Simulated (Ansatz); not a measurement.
The relaxed structure here is a generated cell of HfSiO4: the first start was made by placing the elements on the sites of a structure type, and the end was not matched to a known phase here, so it may be hypothetical.

The end point of a relaxation of HfSiO$_{4}$. Computed with PBEsol (plane waves to 420 eV, PAW, scalar-relativistic; Ansatz, a quantum-chemistry and plane-wave program).

F-43m (No. 216), cF24; a = 8.2062 Å, b = 8.2062 Å, c = 8.2062 Å, α = 90.00°, β = 90.00°, γ = 90.00°.

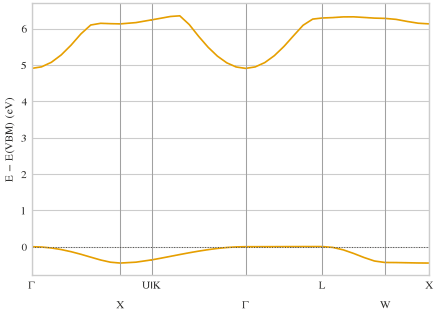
Figure: Highest filled and lowest empty band along the path of this cell's Brillouin zone

Question: Read off the gap and say whether it is direct.

Answer: 4.90 eV, direct (no spin-orbit coupling).

Question: How far does the top valence band disperse along this path?

Answer: About 0.5 eV.

No spin polarisation in the result.

The run could not lose the symmetry of its start, so the end can be a saddle point.
